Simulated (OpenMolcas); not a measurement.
Pm³⁺ complex: multiconfigurational calculation (part 2 of 2)

The same run, continued: Pm³⁺ with 4 ligands (Cl; tetrahedron, 2.66 Å), neutralised by 4 outer point charges of +0.25 e, whose field is part of the energies. Method: state-averaged CASSCF, active space 4 electrons in the shell 4f, basis ANO-RCC-VTZP on the metal and ANO-RCC-VDZP on the ligands, DKH2 scalar Hamiltonian, spin-orbit coupling by RASSI with atomic mean-field integrals (OpenMolcas).

### The program's output (extracts), continued
```
--- RASSI ---
SPIN-FREE ENERGIES:
  (Shifted by EMIN (a.u.) =     -11856.5428906524)

 SF State       Relative EMIN(au)   Rel lowest level(eV)    D:o, cm**(-1)

     1             0.0000000000        0.0000000000              0.0000
     2             0.0000000000        0.0000000000              0.0000
     3             0.0000000000        0.0000000000              0.0000
     4             0.0000531590        0.0014465293             11.6670
     5             0.0000531590        0.0014465293             11.6670
     6             0.0006760914        0.0183973846            148.3849
     7             0.0006760914        0.0183973846            148.3849
     8             0.0006760914        0.0183973846            148.3849
     9             0.0006817865        0.0185523549            149.6348
    10             0.0006817865        0.0185523549            149.6348
    11             0.0006817865        0.0185523549            149.6348
    12             0.0007666048        0.0208603801            168.2503
    13             0.0007811199        0.0212553561            171.4360
    14             0.0684496591        1.8626101126          15022.9637
    15             0.0684496591        1.8626101126          15022.9637
    16             0.0684496591        1.8626101126          15022.9637
    17             0.0686211107        1.8672755472          15060.5930
    18             0.0686211107        1.8672755472          15060.5930
    19             0.0686211107        1.8672755472          15060.5930
    20             0.0686348517        1.8676494584          15063.6088
    21             0.0693242884        1.8864099892          15214.9227
    34             0.0816974849        2.2231018158          17930.5254
    35             0.0817265439        2.2238925531          17936.9031
    36             0.0817265439        2.2238925531          17936.9031
    37             0.0817265439        2.2238925531          17936.9031
    38             0.0817293132        2.2239679092          17937.5109
    39             0.0817293132        2.2239679092          17937.5109
    40             0.0817293132        2.2239679092          17937.5109
    41             0.0817620815        2.2248595804          17944.7027
    42             0.0817620815        2.2248595804          17944.7027
    43             0.0818564657        2.2274279044          17965.4176
    44             0.0818564657        2.2274279044          17965.4176
    45             0.0818564657        2.2274279044          17965.4176
    46             0.0819105283        2.2288990219          17977.2830
    47             0.0819105283        2.2288990219          17977.2830
    48             0.0819105283        2.2288990219          17977.2830
    49             0.1040338641        2.8309056575          22832.7940
    50             0.1040338641        2.8309056575          22832.7940
    51             0.1040338641        2.8309056575          22832.7940
    52             0.1043778232        2.8402652626          22908.2843
Eigenvalues of complex Hamiltonian:
   -----------------------------------
  (Shifted by EMIN (a.u.) =     -11856.5428906524)

 SO State       Relative EMIN(au)   Rel lowest level(eV)    D:o, cm**(-1)

     1            -0.0195944419        0.0000000000              0.0000
     2            -0.0192962957        0.0081129718             65.4355
     3            -0.0192962957        0.0081129712             65.4355
     4            -0.0192962957        0.0081129710             65.4355
     5            -0.0190633502        0.0144517404            116.5611
     6            -0.0190633502        0.0144517401            116.5611
     7            -0.0190408580        0.0150637841            121.4976
     8            -0.0190408580        0.0150637843            121.4976
     9            -0.0190408580        0.0150637839            121.4976
    10            -0.0121866169        0.2015771879           1625.8297
    11            -0.0121866169        0.2015771878           1625.8297
    12            -0.0121866169        0.2015771877           1625.8297
    13            -0.0121329639        0.2030371595           1637.6051
    14            -0.0121329639        0.2030371589           1637.6051
    15            -0.0121329639        0.2030371593           1637.6051
    16            -0.0119970995        0.2067342184           1667.4239
    17            -0.0119970995        0.2067342189           1667.4239
    18            -0.0119891595        0.2069502776           1669.1666
    19            -0.0119891594        0.2069502782           1669.1666
    20            -0.0119891595        0.2069502779           1669.1666
    21            -0.0043209966        0.4156116194           3352.1338
    22            -0.0042819475        0.4166742003           3360.7041
    23            -0.0042819475        0.4166742005           3360.7041
    24            -0.0042819475        0.4166742004           3360.7041
    25            -0.0042565953        0.4173640687           3366.2682
    26            -0.0042565953        0.4173640689           3366.2682
    27            -0.0041213429        0.4210444724           3395.9527
    28            -0.0041213429        0.4210444723           3395.9527
    29            -0.0041213429        0.4210444720           3395.9527
    30            -0.0041180188        0.4211349257           3396.6822
    31            -0.0041180188        0.4211349254           3396.6822
    32            -0.0041180188        0.4211349257           3396.6822
    33            -0.0040963928        0.4217234002           3401.4286
    34             0.0041138026        0.6451341978           5203.3582
    35             0.0041138026        0.6451341976           5203.3582
    36             0.0041138026        0.6451341978           5203.3582
    37             0.0041414597        0.6458867863           5209.4283
    38             0.0041414597        0.6458867862           5209.4283
    39             0.0041414597        0.6458867859           5209.4283
    40             0.0042253015        0.6481682376           5227.8294
    41             0.0043066134        0.6503808460           5245.6753
Weights of the five most important spin-orbit-free states for each spin-orbit state.

 SO State  Total energy (au)           Spin-free states, spin, and weights
 -------------------------------------------------------------------------------------------------------
    1        -0.019594       4 2.0  0.2049    5 2.0  0.2049    1 2.0  0.1852    2 2.0  0.1852    3 2.0  0.1852
    2        -0.019296       3 2.0  0.1998    5 2.0  0.1485   13 2.0  0.1073    2 2.0  0.1024    4 2.0  0.0887
    3        -0.019296       1 2.0  0.1453    4 2.0  0.1243    9 2.0  0.1137    5 2.0  0.1129    2 2.0  0.1086
    4        -0.019296       1 2.0  0.1569    4 2.0  0.1428    2 2.0  0.1127   13 2.0  0.1073   10 2.0  0.1016
    5        -0.019063      11 2.0  0.1612   13 2.0  0.1564    9 2.0  0.0929   12 2.0  0.0868    7 2.0  0.0784
    6        -0.019063      13 2.0  0.1564   10 2.0  0.1521    9 2.0  0.1112   12 2.0  0.0868    6 2.0  0.0851
    7        -0.019041       8 2.0  0.1999    6 2.0  0.1831   12 2.0  0.1578    9 2.0  0.0888   10 2.0  0.0773
    8        -0.019041       7 2.0  0.2102    8 2.0  0.1992   12 2.0  0.1578   11 2.0  0.0875   10 2.0  0.0747
    9        -0.019041       6 2.0  0.2263    7 2.0  0.1728   12 2.0  0.1578   11 2.0  0.0787    9 2.0  0.0733
   10        -0.012187       4 2.0  0.2086    1 2.0  0.1171    6 2.0  0.0963    2 2.0  0.0827    5 2.0  0.0788
   11        -0.012187       5 2.0  0.1452    4 2.0  0.1422    3 2.0  0.0946    2 2.0  0.0795    1 2.0  0.0790
   12        -0.012187       5 2.0  0.2071    8 2.0  0.1114    3 2.0  0.1053    2 2.0  0.0908    4 2.0  0.0803
```

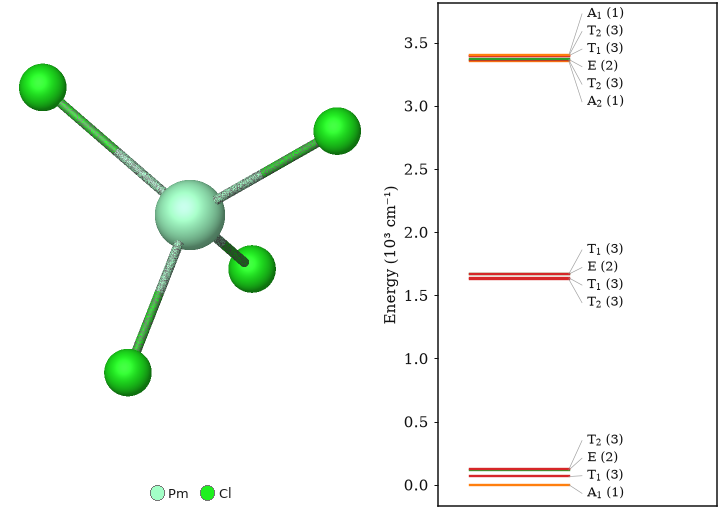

Fig. 2: Pm³⁺ (4f⁴) with 4 ligands, Cl⁻, at 2.66 Å (arrangement: tetrahedron, Td), neutralised by outer point charges of +0.25 e, and its levels. Labels give the representation in O, Td, D4 or D3 as the site allows (double group for half-integer spin) where it could be assigned and, in brackets, the degeneracy; spin-free states, where drawn, share the zero of the spin-orbit levels. The ground level is A₁, non-degenerate, 98 % from states of spin multiplicity 5 (of the 210 states of multiplicity 3, 106 enter the spin-orbit step), effective J = 4.01, with |mJ| = 0 the largest share (58 %). The next level lies at 65 cm⁻¹ (T₁). The lowest J multiplet spreads over 121 cm⁻¹. The active orbitals hold 99 to 100 % metal character (Löwdin), and the Mulliken charge of the metal is +1.66.

### Key numbers

- outcome: converged
- energy of the lowest spin-free term: −11856.54289 hartree
- energy of the lowest spin-orbit level: −11856.56249 hartree
- largest spread among components of a term: 0.0 cm⁻¹
- wall time: 3.1 min
- peak memory: 0.65 GiB

### Remarks

Without dynamic correlation the splittings between terms come out too large, often by 20 to 50 %. Caveats: high states of lower spin left out of the spin-orbit mixing; distances are set from ionic radii, not optimised; spin-free states above about 39,000 cm⁻¹ are left out of the spin-orbit step.
